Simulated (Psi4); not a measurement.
**NBrO (nitrosyl bromide) at BLYP/def2-TZVP**

Aim: the vertical singlet–triplet gap of NBrO (nitrosyl bromide) at BLYP/def2-TZVP, from 2 runs. 

The results are computed with Psi4 1.11.

6 further runs of the same task are left out: 6 that didn't finish.

**1. The molecule**

NBrO: 3 atoms, total charge 0, spin state singlet. As SMILES, `O=NBr`. The coordinates come from a PBE0-D4/def2-TZVP relaxation.

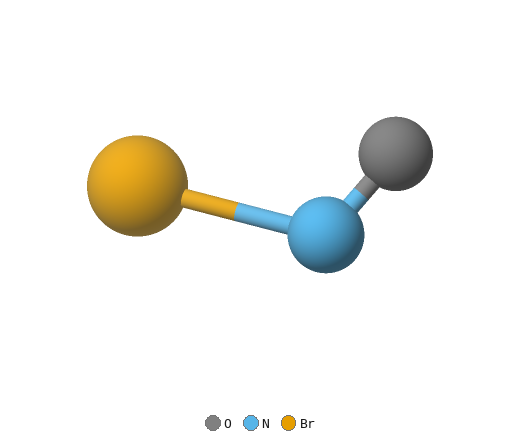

The structure, seen from a chosen angle (oxygen grey, nitrogen blue, bromine amber).

**2. Energy and forces at BLYP/def2-TZVP**

input.json

```json
{
  "schema_name": "qcschema_input",
  "schema_version": 1,
  "molecule": {
    "schema_name": "qcschema_molecule",
    "schema_version": 2,
    "symbols": ["O", "N", "Br"],
    "geometry": [1.77970627, -1.22227486, 0.84759886, -0.08492429, -1.20277288, -0.17561225, -1.69478198, 2.42504774, -0.67196771],
    "molecular_charge": 0,
    "molecular_multiplicity": 1,
    "fix_symmetry": "c1"
  },
  "driver": "gradient",
  "model": {
    "method": "blyp",
    "basis": "def2-TZVP"
  },
  "keywords": {
    "puream": true,
    "e_convergence": 1e-09,
    "d_convergence": 1e-08,
    "scf_type": "pk",
    "dft_radial_points": 99,
    "dft_spherical_points": 590
  }
}
```

On the command line:

```
$ psi4 --qcschema input.json -n 1 --memory 2200MB
```

stdout:

```text
[...]
  Running in c1 symmetry.
[...]
  Nuclear repulsion =  140.795785610311668
[...]
  Multiplicity = 1
[...]
  Nalpha       = 25
  Nbeta        = 25
[...]
    Number of basis functions: 110
[...]
   @RKS iter   1: -2703.70077125821763   -1.22151e+00   1.52044e-02 ADIIS/DIIS
[...]
   @RKS iter  13: -2704.14114502638813   -3.13776e-11   8.01775e-09 DIIS
[...]
    Orbital Energies [Eh]
    ---------------------
    Doubly Occupied:
       1A   -481.137247     2A    -61.831904     3A    -55.756785
       4A    -55.754523     5A    -55.753375     6A    -18.937418
       7A    -14.210171     8A     -8.395515     9A     -6.275349
      10A     -6.268447    11A     -6.265081    12A     -2.482344
      13A     -2.481149    14A     -2.478737    15A     -2.473607
      16A     -2.473373    17A     -1.205684    18A     -0.714042
      19A     -0.625811    20A     -0.511877    21A     -0.506794
      22A     -0.475278    23A     -0.263485    24A     -0.255512
      25A     -0.248914
[...]
  @RKS Final Energy: -2704.14114502638813
   => Energetics <=
    Nuclear Repulsion Energy =            140.7957856103116683
    One-Electron Energy =               -4039.1472873598600017
    Two-Electron Energy =                1300.8874907679426087
    DFT Exchange-Correlation Energy =    -106.6771340447828464
    Empirical Dispersion Energy =           0.0000000000000000
    VV10 Nonlocal Energy =                  0.0000000000000000
    Total Energy =                      -2704.1411450263881306
[...]
 Multipole Moments:
 ------------------------------------------------------------------------------------
     Multipole            Electronic (a.u.)      Nuclear  (a.u.)        Total (a.u.)
 ------------------------------------------------------------------------------------
 L = 1.  Multiply by 2.5417464519 to convert [e a0] to [Debye]
 Dipole X            :         -3.0112922            3.4253501            0.4140579
 Dipole Y            :          3.9846574           -4.4906636           -0.5060062
 Dipole Z            :         -0.0000000            0.0000000           -0.0000000
 Magnitude           :                                                    0.6538243
[...]
  -Total Gradient:
     Atom            X                  Y                   Z
    ------   -----------------  -----------------  -----------------
       1       -0.051114355285     0.004033895948    -0.000000000000
       2        0.042832373114     0.009654921667    -0.000000000000
       3        0.008280041081    -0.013690485321     0.000000000001
[...]
```

The result, in JSON:

```text
{
 "driver": "gradient",
 "model": {
  "method": "blyp",
  "basis": "def2-TZVP"
 },
 "success": true,
 "return_result": [-0.05111435528481312, 0.00403389594759099, -1.2206223443068578e-14, 0.042832373113945166, 0.00965492166727959, -5.101429680865131e-14, 0.008280041080591174, -0.01369048532135722, 7.812677441713402e-13],
 "properties": {
  "calcinfo_nbasis": 110,
  "calcinfo_nmo": 110,
  "calcinfo_nalpha": 25,
  "calcinfo_nbeta": 25,
  "calcinfo_natom": 3,
  "nuclear_repulsion_energy": 140.79578561031167,
  "return_energy": -2704.141145026388,
  "return_gradient": [-0.05111435528481312, 0.00403389594759099, -1.2206223443068578e-14, 0.042832373113945166, 0.00965492166727959, -5.101429680865131e-14, 0.008280041080591174, -0.01369048532135722, 7.812677441713402e-13],
  "scf_one_electron_energy": -4039.14728735986,
  "scf_two_electron_energy": 1300.8874907679426,
  "scf_xc_energy": -106.67713404478285,
  "scf_dipole_moment": [0.4140579228739183, -0.5060061986739868, -1.332253018960905e-14],
  "scf_total_energy": -2704.141145026388,
  "scf_total_gradient": [-0.05111435528481312, 0.00403389594759099, -1.2206223443068578e-14, 0.042832373113945166, 0.00965492166727959, -5.101429680865131e-14, 0.008280041080591174, -0.01369048532135722, 7.812677441713402e-13],
  "scf_iterations": 13
 }
}
```

Wall time 65 s (1 thread of Intel Xeon at 2.50GHz (Skylake/Cascade Lake), shared host); peak memory 0.93 GiB.

**3. The triplet: a single-point energy at UBLYP/def2-TZVP**

run.py

```python
import psi4

psi4.set_memory(2200000000)
psi4.set_num_threads(1)
psi4.core.set_output_file('output.dat', False)

mol = psi4.geometry("""
0 3
O      1.77970627    -1.22227486     0.84759886
N     -0.08492429    -1.20277288    -0.17561225
Br    -1.69478198     2.42504774    -0.67196771
units bohr
symmetry c1
""")

options = {'basis': 'def2-TZVP', 'reference': 'uks', 'puream': True, 'e_convergence': 1e-09, 'd_convergence': 1e-08, 'scf_type': 'pk', 'dft_radial_points': 99, 'dft_spherical_points': 590, 'maxiter': 100}
psi4.set_options(options)

result = psi4.energy('blyp', molecule=mol)
print(f'blyp energy: {result:.10f} Eh')
```

On the command line:

```
$ python run.py
```

output.dat:

```text
[...]
  Running in c1 symmetry.
[...]
  Nuclear repulsion =  140.795785610311668
[...]
  Multiplicity = 3
[...]
  Nalpha       = 26
  Nbeta        = 24
[...]
    Number of basis functions: 110
[...]
   @UKS iter   1: -2703.68233162289062   -1.20307e+00   1.45988e-02 ADIIS/DIIS
[...]
   @UKS iter  14: -2704.06696461253978   -1.27329e-11   6.45138e-09 DIIS
[...]
   @S^2 Observed:                2.004309085E+00
[...]
    Orbital Energies [Eh]
    ---------------------
    Alpha Occupied:
       1A   -481.177237     2A    -61.870618     3A    -55.798739
       4A    -55.791723     5A    -55.791642     6A    -18.903935
       7A    -14.149685     8A     -8.434342     9A     -6.321636
      10A     -6.302028    11A     -6.301899    12A     -2.526648
      13A     -2.521771    14A     -2.521705    15A     -2.507081
      16A     -2.507080    17A     -1.174456    18A     -0.742700
      19A     -0.618436    20A     -0.500882    21A     -0.488414
      22A     -0.465543    23A     -0.284470    24A     -0.282492
      25A     -0.279991    26A     -0.163501
    Alpha Virtual:
[...]
  @UKS Final Energy: -2704.06696461253978
   => Energetics <=
    Nuclear Repulsion Energy =            140.7957856103116683
    One-Electron Energy =               -4038.3985290995524338
    Two-Electron Energy =                1300.2595616679695922
    DFT Exchange-Correlation Energy =    -106.7237827912688317
    Empirical Dispersion Energy =           0.0000000000000000
    VV10 Nonlocal Energy =                  0.0000000000000000
    Total Energy =                      -2704.0669646125397776
[...]
 Multipole Moments:
 ------------------------------------------------------------------------------------
     Multipole            Electronic (a.u.)      Nuclear  (a.u.)        Total (a.u.)
 ------------------------------------------------------------------------------------
 L = 1.  Multiply by 2.5417464519 to convert [e a0] to [Debye]
 Dipole X            :         -3.4195736            3.4253501            0.0057765
 Dipole Y            :          4.5156866           -4.4906636            0.0250230
 Dipole Z            :         -0.0000000            0.0000000           -0.0000000
 Magnitude           :                                                    0.0256811
[...]
```

On the terminal:

```text
blyp energy: -2704.0669646125 Eh
```

Wall time 49 s (1 thread of Intel Xeon at 2.50GHz (Skylake/Cascade Lake), shared host); peak memory 0.93 GiB.

**4. Results**

Level: BLYP/def2-TZVP.

| quantity | value |
| --- | --- |
| singlet: total energy | -2704.14115 Eh |
| singlet: dipole moment | 1.66 D |
| singlet: HOMO energy | -6.77 eV |
| singlet: LUMO energy | -4.67 eV |
| singlet: HOMO–LUMO gap | 2.11 eV |
| singlet: largest force on an atom | 2.637 eV/Å |
| triplet: total energy | -2704.06696 Eh |
| triplet: dipole moment | 0.07 D |
| triplet: HOMO energy (highest over α and β) | -4.45 eV |
| triplet: ⟨S²⟩ | 2.004 |
| vertical energy of the triplet above the singlet | 2.019 eV |

**Reading.** At this shape the triplet lies 2.02 eV (47 kcal/mol) above the singlet. The largest force (singlet) is 2.64 eV/Å: the shape isn't a stationary point for this species at this level.
